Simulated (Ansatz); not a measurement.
**CH$_{5}$ClSn: single-point calculation**

- system: CH$_{5}$ClSn
- method: RKS PBE0-D4/def2-TZVP (Ansatz 0.2.0)

The geometry comes from this level: r2SCAN-D4/def2-TZVP.

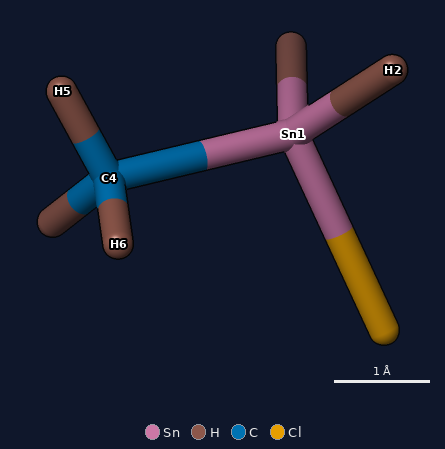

Figure 1. The structure as given in the input (stick view, seen at a tilt; atoms are numbered from 1 in the order of the input). Sticks mark near contacts. Bond lengths as drawn: Cl–Sn 2.35 Å, C–H 1.09 Å, C–Sn 2.13 Å and H–Sn 1.71 Å.

Results in brief

- outcome: converged
- total energy: −19469.2517 eV
- mean-field energy: −19469.1201 eV
- dispersion energy: −0.1317 eV
- SCF solution under orbital rotations: stable
- HOMO: −8.30 eV
- LUMO: −0.49 eV
- hardware: 4 threads of Arm Neoverse V2, 23 GiB of memory available, shared host
- wall time: 1.3 s (CPU time 4.6 s)
- peak memory: 0.29 GiB

Input file
```yaml
crystal:
  periodic: [false, false, false]
  atoms:
    - {symbol: Sn, position_ang: [0.550587, -0.679942, 0.394377]}
    - {symbol: H, position_ang: [0.501515, -0.808554, 2.094540]}
    - {symbol: H, position_ang: [2.137713, -0.826603, -0.212926]}
    - {symbol: C, position_ang: [-0.509386, 1.005036, -0.368394]}
    - {symbol: H, position_ang: [-0.061776, 1.928014, 0.002095]}
    - {symbol: H, position_ang: [-1.548008, 0.950122, -0.044411]}
    - {symbol: H, position_ang: [-0.468843, 0.993444, -1.456895]}
    - {symbol: Cl, position_ang: [-0.601802, -2.561516, -0.408377]}
basis:
  gaussian: {orbitals: def2-TZVP, initial_orbitals: start.molden}
hamiltonian: {xc: pbe0, dispersion: d4}
scf: {omitted_lower_state_checks: [starts]}
output: {orbitals: {seedname: orbitals}}
```

Command:
```bash
ansatz run in.yaml --threads 4 --pin off --events-out ev --progress --plain --max-ram 3916MiB
```

Output
```
Functional definition: PBE0
  name "PBE0"
  cite "Adamo & Barone, J. Chem. Phys. 110, 6158 (1999) doi:10.1063/1.478522"
  cite "Perdew, Burke & Ernzerhof, Phys. Rev. Lett. 77, 3865 (1996) doi:10.1103/PhysRevLett.77.3865"
  parent pbe
  parameter a = 0.25
  parameter kappa = 0.804
  parameter beta = 0.06672455060314922
  exchange = (1 - a)*pbe_x(kappa = kappa, mu = beta*pi^2/3) + a*exact_x
  correlation = pbe_c(beta = beta)
these checks for a lower state are left out or cut short: starts
1129 factors; their error is unknown
mean field evaluation 1: about -19467.5337 eV, gradient 1.1e2 eV
mean field evaluation 2: about -19468.9948 eV, gradient 2.3e0 eV
mean field evaluation 4: about -19469.1199 eV, gradient 2.8e-1 eV
mean field evaluation 8: about -19469.1200 eV, gradient 2.6e-5 eV
mean field -19469.12004872 eV, -715.4769651468 hartree, gradient 2.6e-5 eV, S^2 0.000000; 0 other end points of the search recorded, 0 dependent functions left out
reference -19469.12008279 eV, -715.4769663991 hartree; 25, 25 occupied and 123, 123 virtual orbitals, 1129 factors
Total energy: -19469.25174799 eV, -715.4818050057 hartree
Checks for a lower state left out: starts
```

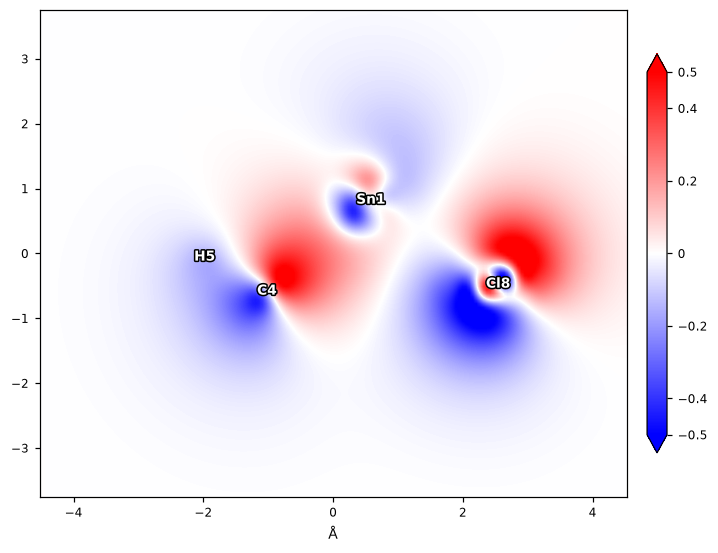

Figure 2. One frontier orbital on the plane of atoms C4, Sn1 and Cl8 (values in Å⁻³ᐟ²; the overall sign is arbitrary). The HOMO, at −8.30 eV.

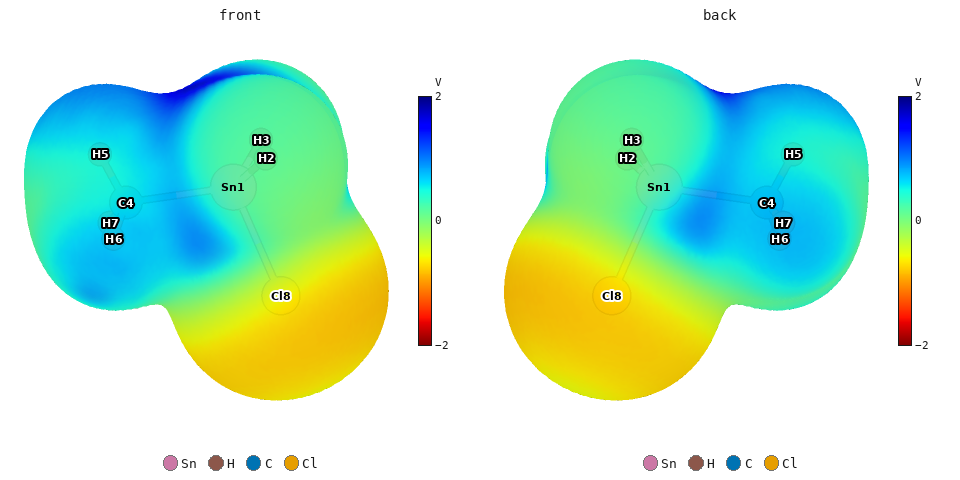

Figure 3. The molecular electrostatic potential painted on the density surface at 0.001 e/bohr³, seen face on and from behind; the colour scale runs from red (negative) to blue (positive).

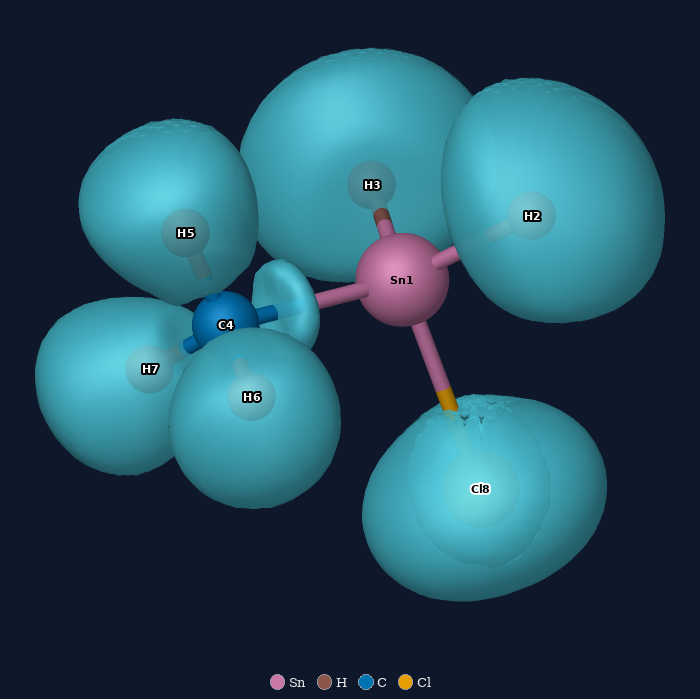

Figure 4. Isosurface of the ELF at 0.8 (cyan), seen at a tilt. Only the valence region is drawn (cores and ρ < 0.01 e/Å³ removed). Profiles from the grid: C–Sn (2.13 Å): the ELF peaks at about 0.90 in the valence shell of C, 0.7 Å from its nucleus, and drops to about 0.20 between the two atoms. Sn–Cl (2.35 Å): the ELF peaks at about 0.80 in the valence shell of Cl, 0.9 Å from its nucleus, and drops to about 0.15 between the two atoms.

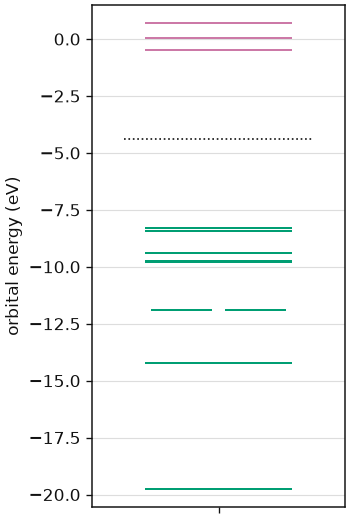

Figure 5. Orbital energies near the frontier; the dotted line parts filled from empty levels, and levels within 0.02 eV of each other stand side by side. Highest filled −8.30 eV, lowest empty −0.49 eV, 7.81 eV apart.
